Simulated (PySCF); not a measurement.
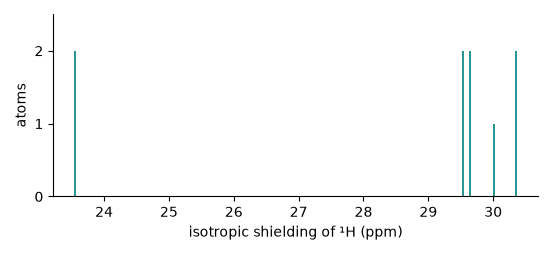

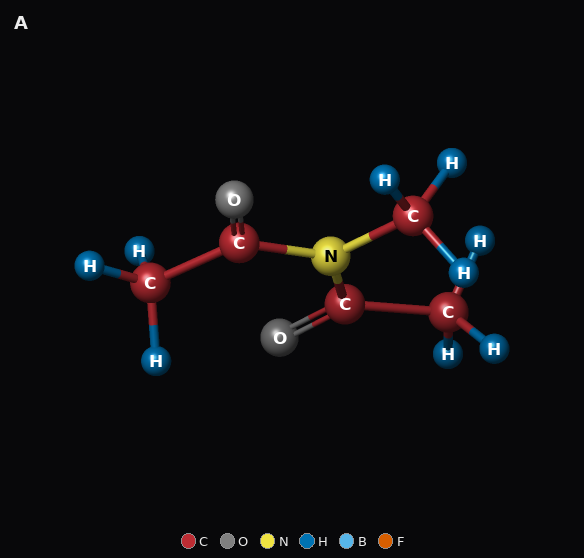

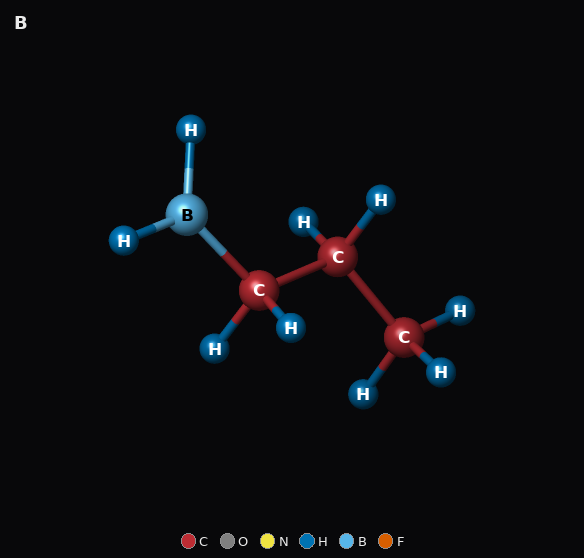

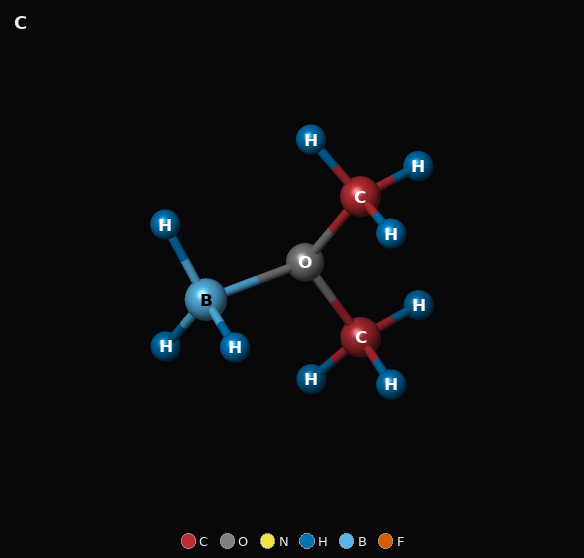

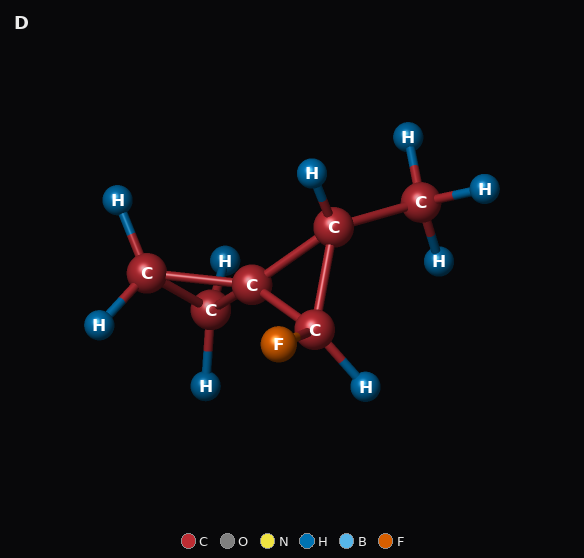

The sticks are computed shieldings of one of the molecules, for one fixed geometry (PBE0-D3(BJ)/def2-SVP) without averaging over rotations. Low shielding means a high chemical shift. Method: GIAO PBE0/pcSseg-1 NMR shielding, non-relativistic, IEF-PCM chloroform (PySCF 2.14.0).

> Match the spectrum to a structure.

B, `BCCC`. Its 9 H atoms give lines at 23.55 (2 atoms), 29.54 (2 atoms), 29.64 (2 atoms), 30.02, 30.35 (2 atoms) ppm.
